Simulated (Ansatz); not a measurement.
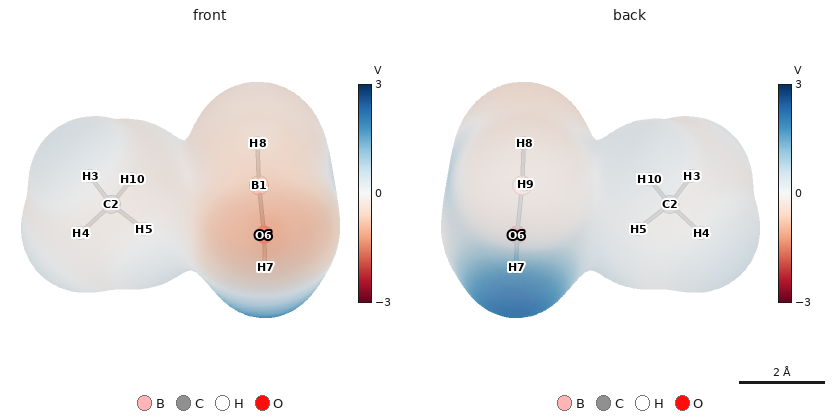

BH3O···CH4. The electrostatic potential painted on the density surface at 0.001 e/bohr³, seen from the front and from behind; red is negative and blue positive.

These are results of RKS PBE0-D4/cc-pVDZ (Ansatz 0.2.0), not measurements.

```xyz
10

B    -0.1155   -0.5190   -0.9058
C    -0.0254   -0.2441    2.6161
H    -0.7698    0.4423    3.0414
H     0.5928   -0.6616    3.4224
H     0.6108    0.3022    1.9069
O     1.0343    0.1932   -0.9264
H     1.8158   -0.3679   -0.8603
H    -1.1363    0.1215   -0.9841
H    -0.1032   -1.7290   -0.8211
H    -0.5424   -1.0615    2.0937
```

Describe the electrostatic potential map.

Answer. The most negative region (about −1.1 V) lies over O6, the most positive (about +2.2 V) over H7. O6 is the likeliest acceptor of a hydrogen bond.
